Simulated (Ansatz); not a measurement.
WSi2, pressure series

Consider WSi2 (space group I4/mmm, No. 139).

```yaml
crystal:
  lattice:
    - [-1.60576, 1.60576, 3.90206]
    - [1.60576, -1.60576, 3.90206]
    - [1.60576, 1.60576, -3.90206]
  atoms:
    - { symbol: W, position: [0.00000, 0.00000, 0.00000] }
    - { symbol: Si, position: [0.33486, 0.33486, 0.00000] }
    - { symbol: Si, position: [0.66514, 0.66514, 0.00000] }
```

Cell and atoms are relaxed at each pressure.

Method: r2SCAN/PAW in Ansatz (an electronic-structure program), scalar-relativistic without spin-orbit coupling.

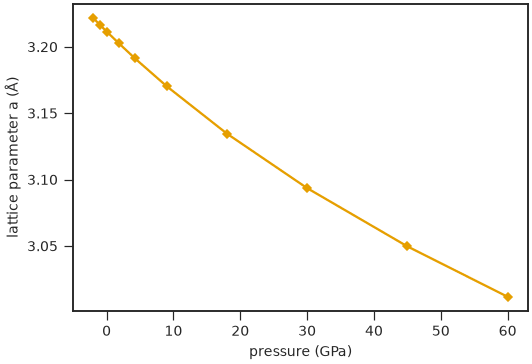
Fig. 1. Lattice parameter a against pressure

Question: From the plot, what is the lattice parameter a for pressure 18 GPa?

Answer: About 3.13 Å.

Question: Is the trend monotonic over the range shown?

Answer: Yes, it falls throughout, spanning 301.2 pm to 322.2 pm.

Load acts through the strain it causes; cell and atoms are relaxed under it. Stability against distortions was not tested. No other phases were tried under pressure. The final runs are not spin-polarised.
